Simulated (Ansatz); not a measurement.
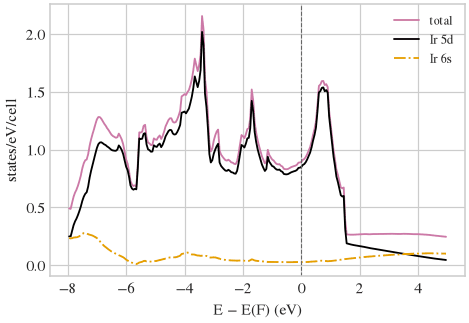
Fig. 1. Total and projected density of states of Ir (fcc (Cu type), Fm-3m), PBE+D3(BJ) (plane waves, PAW; program Ansatz)

Question: Which orbitals carry the states next to the Fermi level?

Answer: Within 0.5 eV of the Fermi level: Ir 5d 95 %. Projections are on Löwdin-orthogonalised atomic valence shells; empty p or d shells of many metals are not among them.

Question: Where is the tallest occupied peak in this window, and what makes it?

Answer: Near -3.4 eV, about 2.2 states/eV per cell; the largest projected share is Ir 5d.

Symmetry was held in the PBE+D3(BJ) relaxation. No spin polarisation was allowed. The pairwise dispersion correction was not fitted to metals. Spin–orbit coupling is left out wherever it is not named.

Potentials: the later of the program's two PAW sets.
